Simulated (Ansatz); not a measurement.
```xyz
7

O     0.5512   -0.8255   -0.7181
C     0.8412   -0.6955    0.5035
O     0.2244    0.1816    1.1694
Al   -0.7201    0.5907   -0.4531
H     1.6050   -1.3247    0.9714
H    -0.2365    1.9484   -1.0937
H    -2.2040    0.0570   -0.4251
```

Geometry: PBE0-D4/def2-TZVP.

Theory: RKS PBE0-D4/def2-TZVPP (Ansatz).

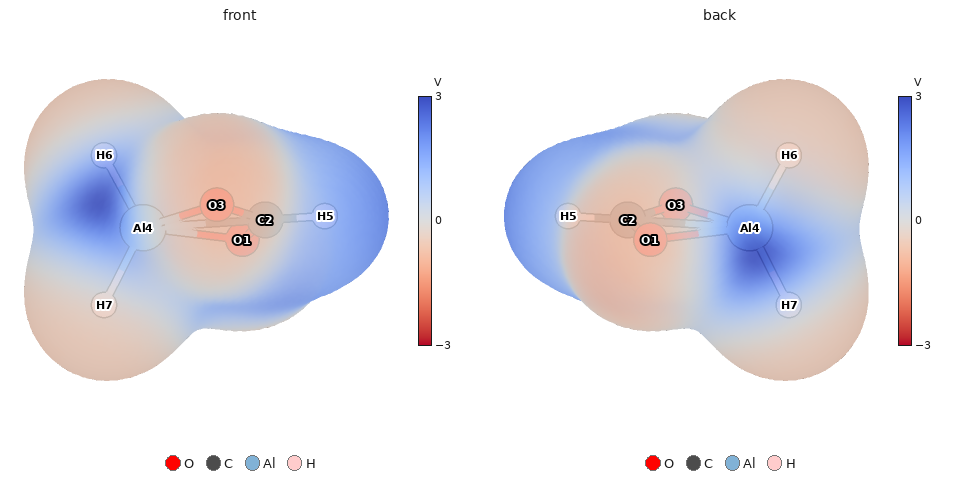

CH₃AlO₂. The molecular electrostatic potential painted on the density surface at 0.002 e/bohr³, seen from the front and from behind; red is negative and blue positive.

### Describe the electrostatic potential map.

The most negative region (about −0.8 V, or −18 kcal/mol for a unit charge) lies over O1 and O3, the most positive (about +2.8 V, or +65 kcal/mol for a unit charge) over Al4.
